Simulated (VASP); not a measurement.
Band structure of VN (rock salt). These are vdW-DF-cx, VASP's PBE PAW potentials (set 64) (plane waves; VASP 6.6.1) values and carry that method's errors.

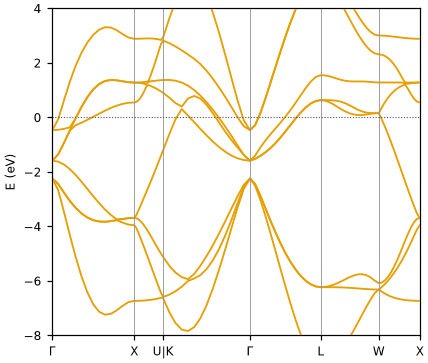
Bands along high-symmetry lines, zero at the valence-band maximum or, without a gap, the Fermi level

Read the plot: is there a gap, and where are the band edges?

It has no gap at this level: it comes out as a metal or semimetal. (Edges off the drawn lines would not show.)

The compound is VN in the rock salt structure, which distorts at low temperature. It was relaxed first. The run is not spin-polarised, so no magnetic state was tried. VASP warned that the highest band is occupied, so more bands are needed.
